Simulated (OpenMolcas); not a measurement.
Single-point calculation, with input and output: C3H5Ga (part 2 of 3)

Continued. System: C3H5Ga. Method: CASSCF/ANO-R1, sfX2C (OpenMolcas 26.06). The geometry comes from this level: PBE0-D4/def2-TZVP.

Geometry of the input (Å):
```
C  1.4987  0.8168  -2.1387
C  0.9500  0.7452  -1.0628
Ga 0.0688  0.6112  0.6437
C  -1.0361  -0.9725  0.9664
H  1.9837  0.8831  -3.0861
H  0.2926  1.7831  1.6555
H  -0.4514  -1.8772  0.7821
H  -1.4352  -1.0063  1.9800
H  -1.8710  -0.9835  0.2600
```

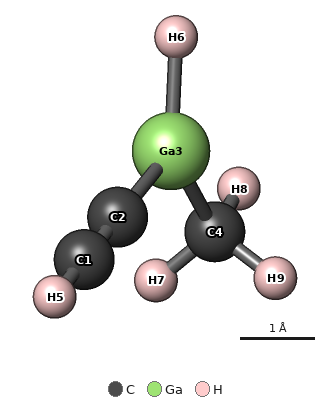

The structure as given in the input (ball-and-stick view, seen at an oblique angle; atoms are numbered from 1 in the order of the input). Sticks mark near contacts.

**What the program printed, continued**
```
++    Natural Bond Order analysis
      ---------------------------
      Based on LoProp computed density
      -------------------------------------------------------------------------------------
      Atom A       Atom B       Bond Order
      -------------------------------------------------------------------------------------
      NBO located      0.990 non-bonded electrons on atom C1
      NBO located      0.976 non-bonded electrons on atom C1
      NBO located      0.994 non-bonded electrons on atom C2
      NBO located      0.961 non-bonded electrons on atom C2
      NBO located      0.993 non-bonded electrons on atom GA3
      NBO located      1.007 non-bonded electrons on atom GA3
      NBO located      1.004 non-bonded electrons on atom GA3
      NBO located      0.997 non-bonded electrons on atom GA3
      NBO located      0.998 non-bonded electrons on atom GA3
      NBO located      0.999 non-bonded electrons on atom GA3
      NBO located      0.999 non-bonded electrons on atom GA3
      NBO located      0.999 non-bonded electrons on atom GA3
      NBO located      1.000 non-bonded electrons on atom GA3
      NBO located      1.000 non-bonded electrons on atom GA3
      NBO located      1.000 non-bonded electrons on atom GA3
      NBO located      1.000 non-bonded electrons on atom GA3
      NBO located      1.000 non-bonded electrons on atom GA3
      NBO located      1.000 non-bonded electrons on atom GA3
      NBO located      0.997 non-bonded electrons on atom C4
      NBO located      0.917 non-bonded electrons on atom C4
      The remaining    9.764 electrons are to be considered as diffuse
--

--

      Average orbitals are written to the RASORB file
      Natural orbitals for root   1 are written to the RASORB.1 file
      Spin density orbitals for root   1 are written to the SPDORB.1 file

--- Stop Module: rasscf /rc=_RC_ALL_IS_WELL_ ---

>>> COPY step2.RunFile RUNFIL1

>>> COPY step2.RasOrb INPORB

--- Start Module: gateway ---

                                              &GATEWAY

                       available to each process: 1.9 GB of memory, 1 thread

++    Symmetry information:
      ---------------------

                    Character Table for C1

                             E
                    a        1  x, y, xy, Rz, z, xz, Ry, yz, Rx, I
--

++    Basis set information:
      ----------------------

      Basis set label: C.ANO-R...3S2P1D.

      Electronic valence basis set:
      ------------------
      Associated Effective Charge   6.000000 au
      Associated Actual Charge      6.000000 au
      Nuclear Model: Finite nucleus - Gaussian distribution
        Gaussian exponent, Xi/bohr**(-2):  6.80775E+08

      Shell  nPrim  nBasis  Cartesian Spherical Contaminant
         s      12       3        X
         p       7       2        X
         d       3       1                 X

      Basis set label: GA.ANO-R...5S4P3D1F.

      Electronic valence basis set:
      ------------------
      Associated Effective Charge  31.000000 au
      Associated Actual Charge     31.000000 au
      Nuclear Model: Finite nucleus - Gaussian distribution
        Gaussian exponent, Xi/bohr**(-2):  2.62670E+08

      Shell  nPrim  nBasis  Cartesian Spherical Contaminant
         s      20       5        X
         p      15       4        X
         d       9       3                 X
         f       6       1                 X

      Basis set label: C.ANO-R...3S2P1D.

      Electronic valence basis set:
      ------------------
      Associated Effective Charge   6.000000 au
      Associated Actual Charge      6.000000 au
      Nuclear Model: Finite nucleus - Gaussian distribution
        Gaussian exponent, Xi/bohr**(-2):  6.80775E+08

      Shell  nPrim  nBasis  Cartesian Spherical Contaminant
         s      12       3        X
         p       7       2        X
         d       3       1                 X

      Basis set label: H.ANO-R...2S1P.

      Electronic valence basis set:
      ------------------
      Associated Effective Charge   1.000000 au
      Associated Actual Charge      1.000000 au
      Nuclear Model: Finite nucleus - Gaussian distribution
        Gaussian exponent, Xi/bohr**(-2):  2.12482E+09

      Shell  nPrim  nBasis  Cartesian Spherical Contaminant
         s       7       2        X
         p       4       1        X
--

++    Molecular structure info:
      -------------------------

                    ************************************************
                    **** Cartesian Coordinates / bohr, angstrom ****
                    ************************************************

     Center  Label                x              y              z                     x              y              z
        1      C1               2.832133       1.543528      -4.041557              1.498700       0.816800      -2.138700
        2      C2               1.795240       1.408224      -2.008401              0.950000       0.745200      -1.062800
        3      GA3              0.130013       1.155001       1.216417              0.068800       0.611200       0.643700
        4      C4              -1.957945      -1.837759       1.826231             -1.036100      -0.972500       0.966400
        5      H5               3.748650       1.668817      -5.831884              1.983700       0.883100      -3.086100
        6      H6               0.552934       3.369571       3.128442              0.292600       1.783100       1.655500
        7      H7              -0.853022      -3.547394       1.477955             -0.451400      -1.877200       0.782100
        8      H8              -2.712135      -1.901631       3.741658             -1.435200      -1.006300       1.980000
        9      H9              -3.535678      -1.858546       0.491329             -1.871000      -0.983500       0.260000

                    ***************************************
                    *    InterNuclear Distances / bohr    *
                    ***************************************

               1 C1            2 C2            3 GA3           4 C4            5 H5            6 H6
    1 C1       0.000000
    2 C2       2.286302        0.000000
    3 GA3      5.924415        3.638207        0.000000
    4 C4       8.295112        6.271141        3.699737        0.000000
    5 H5       2.015185        4.301481        7.939589       10.173889        0.000000
    6 H6       7.741968        5.637141        2.956184        5.925921        9.663984        0.000000
    7 H7       8.364381        6.612573        4.811162        2.065189       10.090490        7.248808
    8 H8      10.158074        8.020894        4.878283        2.059549       12.088943        6.230753
    9 H9       8.524680        6.733432        4.800469        2.066794       10.270673        7.141730

               7 H7            8 H8            9 H9
    7 H7       0.000000
    8 H8       3.359938        0.000000
    9 H9       3.319982        3.353314        0.000000

                    *******************************************
                    *    InterNuclear Distances / angstrom    *
                    *******************************************

               1 C1            2 C2            3 GA3           4 C4            5 H5            6 H6
    1 C1       0.000000
    2 C2       1.209859        0.000000
    3 GA3      3.135065        1.925256        0.000000
    4 C4       4.389584        3.318545        1.957816        0.000000
    5 H5       1.066390        2.276246        4.201450        5.383790        0.000000
    6 H6       4.096873        2.983046        1.564345        3.135863        5.113960        0.000000
    7 H7       4.426240        3.499223        2.545957        1.092851        5.339657        3.835904
    8 H8       5.375421        4.244474        2.581476        1.089866        6.397193        3.297172
    9 H9       4.511066        3.563179        2.540299        1.093700        5.435006        3.779241

               7 H7            8 H8            9 H9
    7 H7       0.000000
    8 H8       1.778003        0.000000
    9 H9       1.756859        1.774498        0.000000

                    **************************************
                    *    Valence Bond Angles / degree    *
                    **************************************
                          Atom centers                 Phi
                      2 C2       1 C1       5 H5       179.81
                      7 H7       4 C4       8 H8       109.09
                      7 H7       4 C4       9 H9       106.93
                      8 H8       4 C4       9 H9       108.71
--

            Nuclear Potential Energy            215.07857411 au

--- Stop Module: gateway /rc=_RC_ALL_IS_WELL_ ---
--- Module gateway spent 2 seconds ---

--- Start Module: seward ---

                                              &SEWARD

                       available to each process: 1.9 GB of memory, 1 thread

               SEWARD will generate:
                  Multipole Moment integrals up to order  2
                  Kinetic Energy integrals
                  Nuclear Attraction integrals (finite nuclei - Gaussian type)
                  One-Electron Hamiltonian integrals
                  Velocity integrals
                  Relativistic X2C integrals
                  Orbital angular momentum around (  0.3471   0.8247   0.3291 )
                  Velocity quadrupole around (  0.3471   0.8247   0.3291 )
                  Atomic mean-field integrals
                  RI decomposed two-electron repulsion integrals stored Cholesky style
                   - acCD auxiliary basis
                   - CD Threshold:   1.00E-04

                   Integrals are discarded if absolute value <: 1.00E-14
                   Integral cutoff threshold is set to       <: 1.00E-16

            Nuclear Potential Energy            215.07857411 au

      Basis set specifications :
      Symmetry species         a
      Basis functions          106

--- Stop Module: seward /rc=_RC_ALL_IS_WELL_ ---
--- Module seward spent 4 seconds ---

>>> COPY step2.RunFile RUNFIL2

--- Start Module: expbas ---

                                              &EXPBAS

                       available to each process: 1.9 GB of memory, 1 thread

 Header on input orbitals file:
* RASSCF average (pseudo-natural) orbitals

 Information from input runfile
           Number of symmetries    1
      Number of basis functions   38

 Information from expanded basis set runfile
           Number of symmetries    1
      Number of basis functions  106
 New orbitals have been built in file EXPORB
--- Stop Module: expbas /rc=_RC_ALL_IS_WELL_ ---

--- Start Module: rasscf ---

                                              &RASSCF

                       available to each process: 1.9 GB of memory, 1 thread

      Header of the ONEINT file:
      --------------------------

      OrdInt status: non-squared

      Cartesian coordinates in angstrom:
      -----------------------------------------------------
      No.  Label        X            Y            Z
      -----------------------------------------------------
       1   C1         1.49870000   0.81680000  -2.13870000
       2   C2         0.95000000   0.74520000  -1.06280000
       3   GA3        0.06880000   0.61120000   0.64370000
       4   C4        -1.03610000  -0.97250000   0.96640000
       5   H5         1.98370000   0.88310000  -3.08610000
       6   H6         0.29260000   1.78310000   1.65550000
       7   H7        -0.45140000  -1.87720000   0.78210000
       8   H8        -1.43520000  -1.00630000   1.98000000
       9   H9        -1.87100000  -0.98350000   0.26000000
      -----------------------------------------------------
      Nuclear repulsion energy =  215.07857411

++    Wave function specifications:
      -----------------------------

      Number of closed shell electrons          52
      Number of electrons in active shells       2
      Max number of holes in RAS1 space          0
      Max nr of electrons in RAS3 space          0
      Number of inactive orbitals               26
      Number of active orbitals                  2
      Number of secondary orbitals              78
      Spin quantum number                      0.0
      State symmetry                             1
--

++    Orbital specifications:
      -----------------------

      Symmetry species                           1
                                                 a
      Frozen orbitals                            0
      Inactive orbitals                         26
      Active orbitals                            2
      RAS1 orbitals                              0
      RAS2 orbitals                              2
      RAS3 orbitals                              0
      Secondary orbitals                        78
      Deleted orbitals                           0
      Number of basis functions                106
--

++    CI expansion specifications:
      ----------------------------

      Number of CSFs                             3
      Number of spin combinations                3
      Number of determinants                     4
      Number of root(s) required                 1
      Root chosen for geometry opt.              1
      CI root used                               1

      highest root included in the CI            1
      max. size of the explicit Hamiltonian      3
--

++    Optimization specifications:
      ----------------------------

      RASSCF algorithm: LK RI/DF
      Maximum number of macro iterations       200
      Maximum number of SX iterations          100
      Threshold for RASSCF energy            1.000E-08
      Threshold for max MO rotation          1.000E-01
      Threshold for max BLB element          1.000E-04
      Level shift parameter                  5.000E-01
      Make Quasi-Newton update
--

      The MO-coefficients are taken from the file:
      step2.ExpOrb
      Title:Basis set expanded orbital file EXPORB

      Total molecular charge    0.00

      ************************************************************************************************************************
      *                                            Wave function control section                                             *
      ************************************************************************************************************************

                                         RASSCF iterations: Energy and convergence statistics
                                         ----------------------------------------------------

          iter iter root      energy       change     param      element    value   shift minimum  type update hh:mm:ss
 Nr of preliminary CI iterations:   1
      Total energies have been shifted. Add                -2000.00 au
        1   1   18    1   -58.25065207    0.00E+00  -1.36E-01*  20  87 1 -2.65E-01*  0.07   0.00    SX    NO    0:00:00
        2   1   31    1   -58.70892291   -4.58E-01* -7.10E-02   20  87 1 -9.19E-02*  0.06   0.00    SX    NO    0:00:00
        3   1   20    1   -58.77506596   -6.61E-02* -3.68E-02   20  87 1 -2.08E-02*  0.05   0.00    SX    NO    0:00:00
        4   1   18    1   -58.78157984   -6.51E-03* -2.14E-02   27  48 1 -8.15E-03*  0.05   0.00    SX    NO    0:00:00
        5   1   16    1   -58.78233150   -7.52E-04* -1.92E-02   15  65 1 -5.45E-03*  0.05   1.29    QN   YES    0:00:00
        6   1   15    1   -58.78251907   -1.88E-04*  1.63E-03   16  67 1 -2.54E-03*  0.05   0.83    QN   YES    0:00:00
        7   1   14    1   -58.78253362   -1.45E-05* -2.29E-03   25  34 1  1.32E-03*  0.05   0.89    QN   YES    0:00:00
        8   1   13    1   -58.78253757   -3.95E-06* -1.39E-03   17  69 1  8.68E-04*  0.05   0.98    QN   YES    0:00:00
        9   1   11    1   -58.78253865   -1.08E-06* -3.59E-04   25  34 1  2.59E-04*  0.05   0.99    QN   YES    0:00:00
       10   1   10    1   -58.78253880   -1.51E-07* -2.85E-04   25  49 1 -5.99E-05   0.05   1.08    QN   YES    0:00:00
       11   1    9    1   -58.78253884   -4.25E-08*  1.97E-04   18  39 1  1.73E-05   0.05   1.12    QN   YES    0:00:00
       12   1    8    1   -58.78253885   -9.39E-09   4.04E-04   25  34 1 -9.17E-06   0.05   1.57    QN   YES    0:00:00
      Convergence after 12 iterations
       13   1    8    1   -58.78253886   -9.02E-09   4.04E-04   25  34 1 -3.07E-05   0.05   1.57    QN   YES    0:00:00

      ************************************************************************************************************************
                                                      Wave function printout:
                       occupation of active orbitals, and spin coupling of open shells (u,d: Spin up or down)
      ************************************************************************************************************************

      Note: transformation to natural orbitals
      has been made, which may change the order of the CSFs.

      printout of CI-coefficients larger than  0.05 for root  1
      energy=   -2058.782539
      conf/sym  11     Coeff  Weight
             1  20   0.99640 0.99281
             3  02  -0.08480 0.00719

      Natural orbitals and occupation numbers for root  1
      sym 1:   1.985617   0.014383

      ************************************************************************************************************************
      *                                                    Final results                                                     *
      ************************************************************************************************************************

++    Final optimization conditions:
      ------------------------------
```
